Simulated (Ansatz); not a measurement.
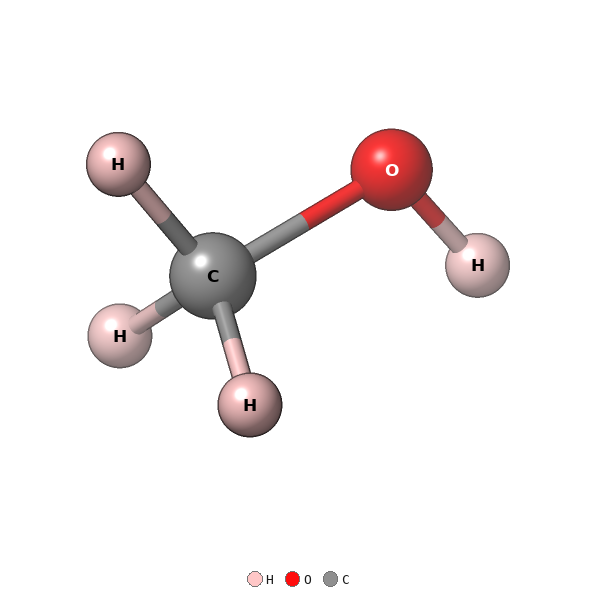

Depth is shown by fading: the farther an atom, the more it takes the colour of the background. The computed structure is the end point of a PBE0-D4/def2-TZVP optimisation.

Q: List the symmetry elements and name the point group.

A: It has 1 mirror plane, so the point group is Cs. The group has 2 operations. The geometry is achiral, and symmetry allows a dipole moment.
